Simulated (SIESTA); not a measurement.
Band structure of AlGaN₂ (P3m1, 4 atoms in the cell).

```yaml
crystal:
  lattice:
    - [3.09527, 0.00000, 0.00000]
    - [-1.54764, 2.68058, 0.00000]
    - [0.00000, 0.00000, 5.01585]
  atoms:
    - { symbol: Al, position: [0.00000, 0.00000, 0.99926] }
    - { symbol: Ga, position: [0.66667, 0.33333, 0.49717] }
    - { symbol: N, position: [0.66667, 0.33333, 0.11180] }
    - { symbol: N, position: [0.00000, 0.00000, 0.62816] }
```

Level of theory: GGA PBEsol, numerical atomic orbitals DZP, PseudoDojo PBEsol standard norm-conserving potentials (rewritten from UPF to PSML) run with SIESTA.

Settings: XC.functional = GGA; XC.authors = PBEsol; potentials = PseudoDojo PBEsol standard; PAO.BasisSize = DZP; PAO.EnergyShift = 0.01 Ry; MeshCutoff = 350 Ry; kgrid.MonkhorstPack = 8 8 5; OccupationFunction = FD; ElectronicTemperature = 10 K; MaxSCFIterations = 150; SCF.Mixer.Method = Pulay; SCF.Mixer.Weight = 0.2; SCF.Mixer.History = 8; SCF.DM.Tolerance = 1.0E-04.

The starting cell comes from a database of computed structures (which also holds hypothetical and non-ambient phases and stackings), without a prior relaxation at this level. Its lattice was rescaled by a random factor within 2.5 % of one. Values carry the incompleteness of an atom-centred basis.

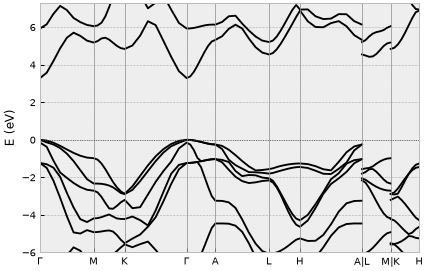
*Bands along the path, energies from the top of the valence band on the path.*

Question: Read off roughly the gap and where its edges lie.

Answer: The gap along the path is about 3.3 eV (computed: 3.29 eV), direct at Γ to within 0.01 eV.

Levels in eV from the top of the valence band on the path, bands 10 to 14:
| point | 10 | 11 | 12 | 13 | 14 |
|---|---|---|---|---|---|
| Γ | -1.23 | -0.15 | 0.00 | 0.00 | 3.29 |
| M | -4.19 | -2.71 | -2.33 | -0.98 | 5.18 |
| K | -4.22 | -3.20 | -2.89 | -2.87 | 4.84 |
| A | -1.03 | -1.03 | -0.25 | -0.25 | 5.32 |
| L | -2.16 | -2.05 | -1.80 | -1.56 | 4.55 |
| H | -4.63 | -4.29 | -1.45 | -1.26 | 6.88 |

Higher empty bands are left out: an atom-centred basis made for the valence describes them poorly.
